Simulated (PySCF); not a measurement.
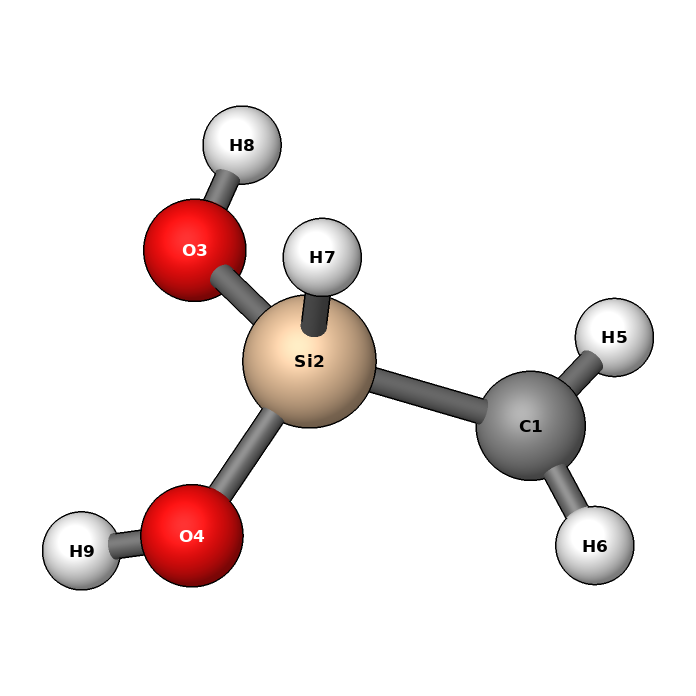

The questions are on Mulliken spin populations. State: neutral, doublet. Computed geometry: GFN2-xTB optimisation. No frequency run is at hand to confirm it as a minimum. Properties computed with UKS B3LYP, pcH-1 on C H O Si, non-relativistic (PySCF 2.14.0).

### Which atom carries the largest spin population?

C1 (1.06 e).

### Which atom has the lowest spin population?

H5, H6 (−0.04 e); a negative value comes from spin polarisation.

List the Mulliken spin populations.

| atom | value (e) |
| --- | --- |
| C1 | 1.06 |
| Si2 | 0.00 |
| O3 | 0.00 |
| O4 | 0.00 |
| H5 | −0.04 |
| H6 | −0.04 |
| H7 | 0.02 |
| H8 | 0.00 |
| H9 | 0.00 |

Mulliken values depend strongly on the basis set. The geometry is semi-empirical. Around Si such bond lengths and angles can be off by a tenth of an ångström or more and by several degrees, and values that hang on the shape move with them.
